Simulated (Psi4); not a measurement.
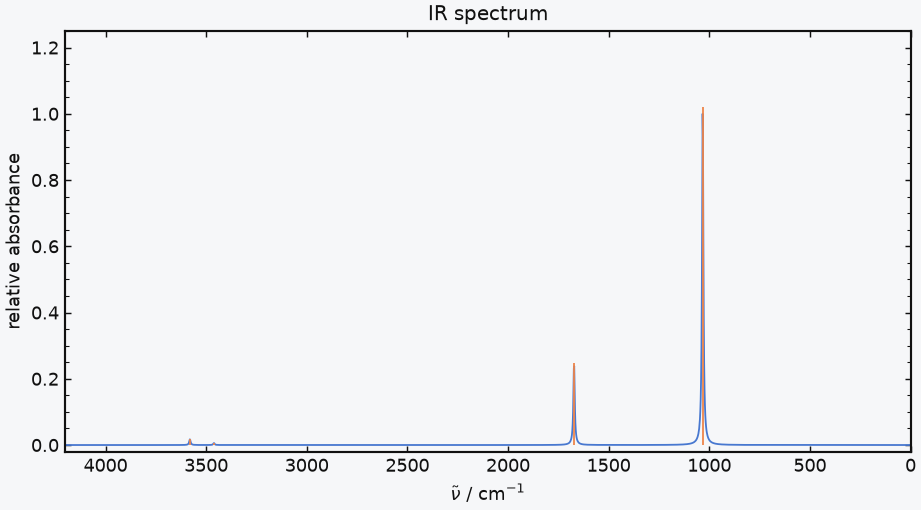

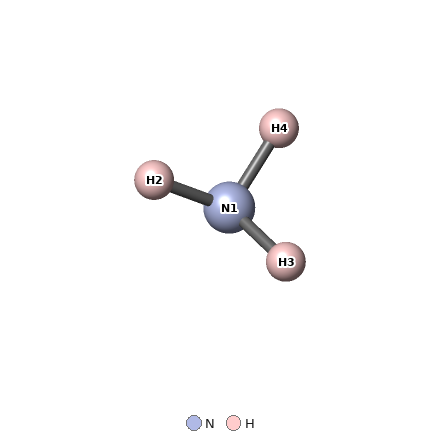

Infrared spectrum of NH₃, SMILES N. Unscaled harmonic wavenumbers and double-harmonic intensities, B3LYP/def2-TZVP (dispersion D3(BJ)) with Psi4, at a geometry relaxed at this level, isolated molecule. Modes within 2 cm⁻¹ of each other count as one line, with their intensities summed. Lorentzian lines of 8 cm⁻¹ full width. Close modes add up in the curve.

### List the modes.

| cm⁻¹ | km/mol |
| --- | --- |
| 1032.7 | 175.9 |
| 1672.0 (×2) | 42.8 |
| 3461.3 | 1.0 |
| 3580.8 (×2) | 3.0 |
